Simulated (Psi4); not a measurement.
# TPSS/6-31G(d) (spherical functions) run of BPH3F3 (SMILES [BH3-][P+](F)(F)F)

What is the energy change on altering one bond length of BPH3F3 at TPSS/6-31G* (spherical functions)? 

The calculation is run with Psi4 1.11.

1 further run of the same task is left out (set aside as unsound or not needed).

### Step 1. The structure to begin with

BPH3F3 has 8 atoms, charge 0, and is taken as a singlet. SMILES: `[BH3-][P+](F)(F)F`. Geometry: relaxed at PBE0-D4/def2-TZVP.

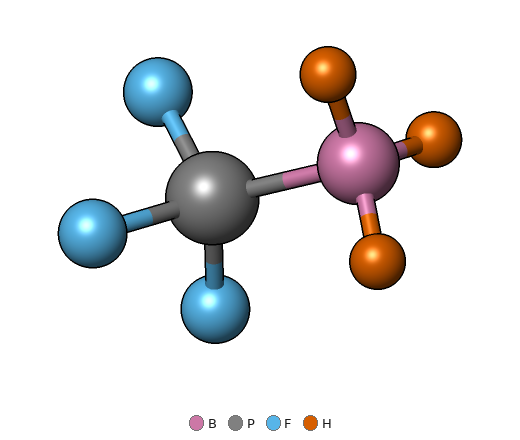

Viewed from a chosen angle; boron pink, phosphorus grey, fluorine blue, hydrogen orange.

### Step 2. The energy at TPSS/6-31G(d) (spherical functions)

The input, job.py:

```python
import psi4

psi4.set_memory(2200000000)
psi4.set_num_threads(1)
psi4.set_output_file('output.dat', False)

geom = psi4.geometry("""
0 1
B     -0.079940     0.958130     0.502960
P      0.055250    -0.662160    -0.347680
F      0.301370    -1.910790     0.523410
F     -1.155920    -1.141880    -1.173150
F      1.178770    -0.833130    -1.390240
H     -1.022770     0.798330     1.239980
H     -0.266070     1.727350    -0.408780
H      0.989320     1.064150     1.053500
symmetry c1
no_reorient
no_com
""")

options = {'basis': '6-31G*', 'puream': True, 'e_convergence': 1e-09, 'd_convergence': 1e-08, 'scf_type': 'pk', 'dft_radial_points': 99, 'dft_spherical_points': 590}
psi4.set_options(options)

e_tot, wfn = psi4.energy("tpss", return_wfn=True)
psi4.oeprop(wfn, "MULLIKEN_CHARGES", "QUADRUPOLE", "MAYER_INDICES")
print('E =', round(e_tot, 9))
for k, v in sorted(psi4.core.scalar_variables().items()):
    print(f'{k:45s} {v:18.10f}')
```

Launch:

```console
$ python job.py
```

output.dat, shortened:

```text
[...]
  Running in c1 symmetry.
[...]
  Nuclear repulsion =  269.858079594122273
[...]
  Multiplicity = 1
[...]
  Nalpha       = 25
  Nbeta        = 25
[...]
    Number of basis functions: 80
[...]
   @RKS iter   1:  -667.43041345911456    3.24021e-02   7.77569e-03 ADIIS/DIIS
[...]
   @RKS iter  11:  -667.63432043299110   -1.36424e-12   1.62333e-09 DIIS
[...]
    Orbital Energies [Eh]
    ---------------------
    Doubly Occupied:
       1A    -76.808976     2A    -24.497687     3A    -24.497643
       4A    -24.497640     5A     -6.559543     6A     -6.546691
       7A     -4.740693     8A     -4.740692     9A     -4.732757
      10A     -1.243256    11A     -1.190631    12A     -1.190629
      13A     -0.659573    14A     -0.546780    15A     -0.541110
      16A     -0.541109    17A     -0.462053    18A     -0.462052
      19A     -0.456302    20A     -0.425832    21A     -0.425831
      22A     -0.408291    23A     -0.314872    24A     -0.306063
      25A     -0.306062
[...]
  @RKS Final Energy:  -667.63432043299110
   => Energetics <=
    Nuclear Repulsion Energy =            269.8580795941222732
    One-Electron Energy =               -1459.7970375344880267
    Two-Electron Energy =                 582.3503516061284699
    DFT Exchange-Correlation Energy =     -60.0457140987538196
    Empirical Dispersion Energy =           0.0000000000000000
    VV10 Nonlocal Energy =                  0.0000000000000000
    Total Energy =                       -667.6343204329911032
[...]
 Multipole Moments:
 ------------------------------------------------------------------------------------
     Multipole            Electronic (a.u.)      Nuclear  (a.u.)        Total (a.u.)
 ------------------------------------------------------------------------------------
 L = 1.  Multiply by 2.5417464519 to convert [e a0] to [Debye]
 Dipole X            :         -5.7015494            5.7589593            0.0574099
 Dipole Y            :         68.3326279          -69.0205838           -0.6879559
 Dipole Z            :         35.8752518          -36.2364811           -0.3612293
 Magnitude           :                                                    0.7791443
 L = 2.  Multiply by 1.3450342976 to convert [e a0^2] to [Debye ang]
 Quadrupole XX       :       -124.3415779           98.2814498          -26.0601281
 Quadrupole XY       :         11.8868787          -11.7740232            0.1128555
[...]
  Mulliken Charges: (a.u.)
   Center  Symbol    Alpha    Beta     Spin     Total
       1     B     2.71260  2.71260  0.00000 -0.42520
       2     P     6.88709  6.88709  0.00000  1.22581
       3     F     4.63668  4.63668  0.00000 -0.27336
       4     F     4.63668  4.63668  0.00000 -0.27335
       5     F     4.63668  4.63668  0.00000 -0.27335
       6     H     0.49676  0.49676  0.00000  0.00648
       7     H     0.49675  0.49675  0.00000  0.00649
       8     H     0.49676  0.49676  0.00000  0.00648
   Total alpha = 25.00000, Total beta = 25.00000, Total charge = -0.00000
[...]
```

Standard output:

```text
E = -667.634320433
CURRENT ENERGY                                   -667.6343204330
CURRENT REFERENCE ENERGY                         -667.6343204330
DD SOLVATION ENERGY                                 0.0000000000
DFT FUNCTIONAL TOTAL ENERGY                      -667.6343204330
DFT TOTAL ENERGY                                 -667.6343204330
DFT VV10 ENERGY                                     0.0000000000
DFT XC ENERGY                                     -60.0457140988
GRID ELECTRONS ALPHA                               24.9999998254
GRID ELECTRONS BETA                                24.9999998254
GRID ELECTRONS TOTAL                               49.9999996509
NUCLEAR REPULSION ENERGY                          269.8580795941
ONE-ELECTRON ENERGY                             -1459.7970375345
PCM POLARIZATION ENERGY                             0.0000000000
PE ENERGY                                           0.0000000000
SCF ITERATION ENERGY                             -667.6343204330
SCF ITERATIONS                                     11.0000000000
SCF TOTAL ENERGY                                 -667.6343204330
TWO-ELECTRON ENERGY                               582.3503516061
XC GRID RADIAL POINTS                              99.0000000000
XC GRID SPHERICAL POINTS                          590.0000000000
XC GRID TOTAL POINTS                           443059.0000000000
```

Run time: 50 s. Hardware: 1 thread of Intel Xeon Platinum 8259CL at 2.50GHz (Skylake/Cascade Lake), shared host; peak memory 1.4 GiB.

### Step 3. The distorted shape: energy and gradient at TPSS/6-31G(d) (spherical functions)

The input, calc.dat:

```
memory 2200 MB

molecule {
  0 1
  B     -0.641672     1.043611     1.024214
  P     -0.506482    -0.576679     0.173574
  F     -0.260362    -1.825309     1.044664
  F     -1.717652    -1.056399    -0.651896
  F      1.178770    -0.833130    -1.390240
  H     -1.584502     0.883811     1.761234
  H     -0.827802     1.812831     0.112474
  H      0.427588     1.149631     1.574754
  symmetry c1
}

set puream true
set e_convergence 1e-09
set d_convergence 1e-08
set scf_type pk
set dft_radial_points 99
set dft_spherical_points 590

e, wfn = gradient('tpss/6-31G*', return_wfn=True)
oeprop(wfn, 'MULLIKEN_CHARGES', 'DIPOLE', 'MAYER_INDICES')
```

Launch:

```console
$ psi4 -i calc.dat -o calc.out -n 1
```

calc.out, shortened:

```text
[...]
  Running in c1 symmetry.
[...]
  Nuclear repulsion =  244.571821390108283
[...]
  Multiplicity = 1
[...]
  Nalpha       = 25
  Nbeta        = 25
[...]
    Number of basis functions: 80
[...]
   @RKS iter   1:  -667.25679709801875   -2.09658e-01   8.98264e-03 ADIIS/DIIS
[...]
   @RKS iter  14:  -667.52539587011893   -2.27374e-13   2.81441e-09 DIIS
[...]
  @RKS Final Energy:  -667.52539587011893
   => Energetics <=
    Nuclear Repulsion Energy =            244.5718213901082834
    One-Electron Energy =               -1409.7567183219407525
    Two-Electron Energy =                 557.5289555414306051
    DFT Exchange-Correlation Energy =     -59.8694544797169783
    Empirical Dispersion Energy =           0.0000000000000000
    VV10 Nonlocal Energy =                  0.0000000000000000
    Total Energy =                       -667.5253958701189276
[...]
  -Total Gradient:
     Atom            X                  Y                   Z
    ------   -----------------  -----------------  -----------------
       1       -0.008847531295    -0.022431679112    -0.002578690662
       2       -0.067084106642    -0.006369512055     0.054740481574
       3       -0.008537968040     0.022834807343    -0.013204152497
       4        0.018766737426     0.008425398317     0.018585267283
       5        0.061694655146    -0.007808361603    -0.056533366157
       6        0.002429390353     0.006265272415     0.000757133704
       7       -0.000196173697     0.000026566090    -0.002018976100
       8        0.001747764573    -0.001001378555     0.000249392234
[...]
 Multipole Moments:
 ------------------------------------------------------------------------------------
     Multipole            Electronic (a.u.)      Nuclear  (a.u.)        Total (a.u.)
 ------------------------------------------------------------------------------------
 L = 1.  Multiply by 2.5417464519 to convert [e a0] to [Debye]
 Dipole X            :         -0.0646871           -0.7692370           -0.8339241
 Dipole Y            :         -5.6220065            5.2905631           -0.3314433
 Dipole Z            :         -2.4931726            3.0591780            0.5660054
 Magnitude           :                                                    1.0609647
[...]
```

It took 66 s on 1 thread of Intel Xeon Platinum 8259CL at 2.50GHz (Skylake/Cascade Lake), shared host; peak memory 1.3 GiB.

### Step 4. Summary of results

Level: TPSS/6-31G* (spherical functions).

| quantity | value |
| --- | --- |
| first shape: total energy | -667.63432 Eh |
| first shape: dipole moment | 1.98 D |
| first shape: HOMO energy | -8.33 eV |
| first shape: LUMO energy | -0.37 eV |
| first shape: HOMO–LUMO gap | 7.96 eV |
| distorted shape: total energy | -667.52540 Eh |
| distorted shape: dipole moment | 2.70 D |
| distorted shape: HOMO energy | -7.53 eV |
| distorted shape: LUMO energy | -4.65 eV |
| distorted shape: HOMO–LUMO gap | 2.88 eV |
| distorted shape: largest force on an atom | 4.464 eV/Å |
| energy change with the P2–F5 bond stretched from 1.542 to 2.313 Å | 2.964 eV |

**Reading.** With the P2–F5 bond stretched from 1.542 to 2.313 Å the energy rises by 2.96 eV (68 kcal/mol). The first shape isn't relaxed at this level, so the change isn't measured from a minimum.
